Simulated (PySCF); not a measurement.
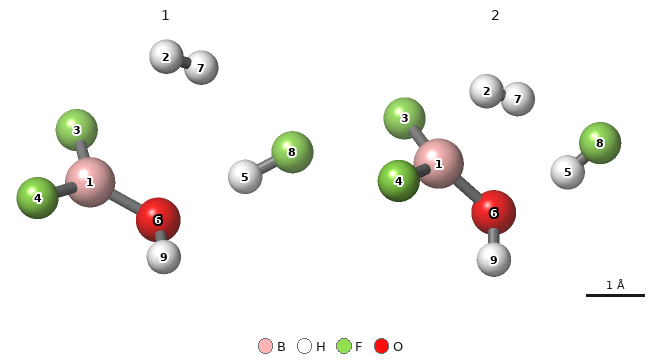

Two geometries of BH$_{4}$OF$_{3}$ (started from a transition state, displaced along its imaginary mode), drawn at one scale. One is the start of a relaxation, the other its converged end. The picture is a ball-and-stick view, seen face on.

Theory: PySCF, RKS PBE0-D4/def2-TZVP, density fitting. 

Q: Which of the two is the end point?

A: Structure 1 is the relaxed one. The energy falls by 247.1 kJ/mol in 30 geometry steps. The atom that moves furthest after the best rigid fit is H2 (0.99 Å). Largest moves by element: H 0.99 Å, F 0.79 Å, B 0.51 Å, O 0.25 Å. Among the contacts that change: B1–H2 1.668 → 3.065 Å, H5–O6 1.480 → 1.762 Å, H5–F8 0.779 → 0.933 Å, H2–H7 0.610 → 0.747 Å. Bond angles that change, for instance: F3–B1–F4 117.5° → 119.8°, F4–B1–O6 119.2° → 121.2°. Groups turn about B1–O6 by about 20°. Cost: 11 min on 4 threads of Intel Xeon @ 2.50GHz, with other jobs on the host.
